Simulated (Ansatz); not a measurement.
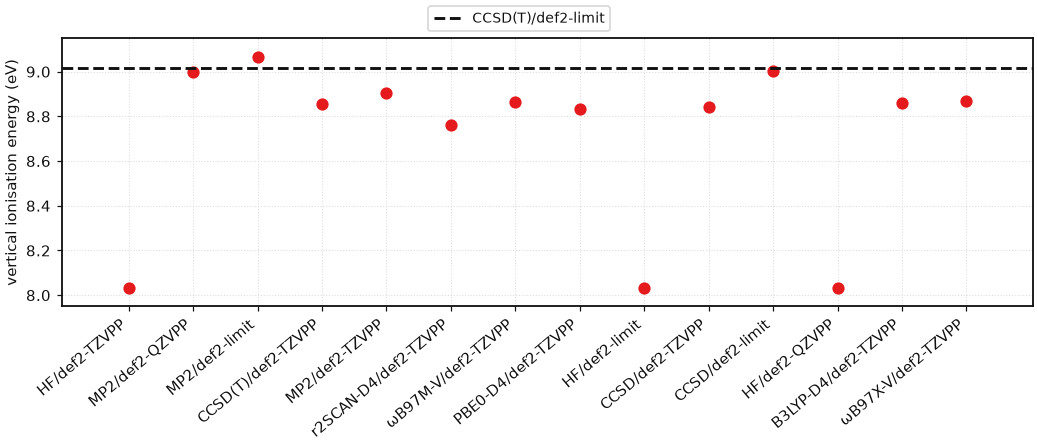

Vertical ionisation energy of SiPNH₄, SMILES N1[SiH2]P1, taken as the energy of the cation less that of the neutral at fixed geometry (unrestricted doublet cation, cores frozen in correlated methods, no spin-orbit coupling), the Ansatz code 0.2.0, at a PBE0-D4/def2-TZVP geometry (a minimum by its frequencies). Limit means an estimate of the basis limit from triple and quadruple zeta; for coupled cluster it is either extrapolated directly or built as the MP2 limit plus the step from MP2 in triple zeta. The distance of MP2/def2-QZVPP, CCSD(T)/def2-TZVPP, MP2/def2-TZVPP and CCSD/def2-TZVPP to the limit includes basis error.

Question: Which level comes closest to the line (CCSD(T)/def2-limit), and which misses most?

Answer: Closest CCSD/def2-limit (9.00 eV) and MP2/def2-QZVPP (9.00 eV), against 9.01 eV; farthest HF/def2-TZVPP (8.03 eV).

Question: Give the values.

Answer:
```csv
level,eV,less CCSD(T)/def2-limit
HF/def2-TZVPP,8.03,−0.98
MP2/def2-QZVPP,9.00,−0.02
MP2/def2-limit,9.07,0.05
CCSD(T)/def2-TZVPP,8.85,−0.16
MP2/def2-TZVPP,8.91,−0.11
r2SCAN-D4/def2-TZVPP,8.76,−0.26
ωB97M-V/def2-TZVPP,8.86,−0.15
PBE0-D4/def2-TZVPP,8.83,−0.18
HF/def2-limit,8.03,−0.98
CCSD/def2-TZVPP,8.84,−0.17
CCSD/def2-limit,9.00,−0.01
HF/def2-QZVPP,8.03,−0.98
B3LYP-D4/def2-TZVPP,8.86,−0.16
ωB97X-V/def2-TZVPP,8.87,−0.15
CCSD(T)/def2-limit,9.01,0.00
```
